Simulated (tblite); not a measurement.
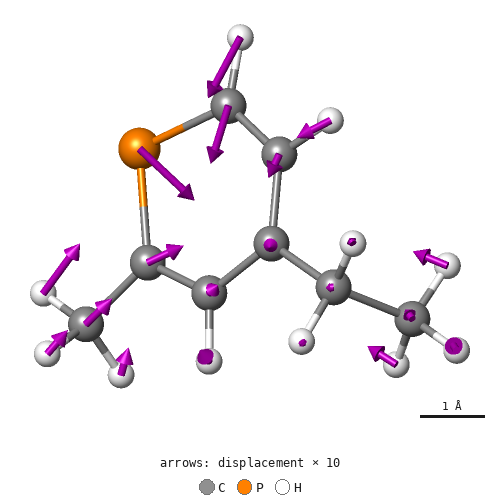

This is a relaxation of C₈H₁₁P. The starting structure is drawn; purple arrows show the displacements, 10 times their true length. The two geometries are superimposed by the best rigid fit.

A ball-and-stick model, seen at a tilt.

Computed with tblite 0.8.0, GFN2-xTB geometry optimisation, gas phase. 

> What happened in the run?

Over 39 geometry steps the energy falls by 32.9 kJ/mol. The largest move after the best rigid fit is that of the P atom, 0.12 Å. Largest moves by element: P 0.12 Å, H 0.11 Å, C 0.10 Å. Some distances before and after: C–P 1.844 → 1.745 Å, C–P 1.827 → 1.732 Å, C–C 1.418 → 1.390 Å, C–C 1.527 → 1.503 Å. Cost: 0.28 s on 1 thread of Arm Neoverse V1, on a shared host.
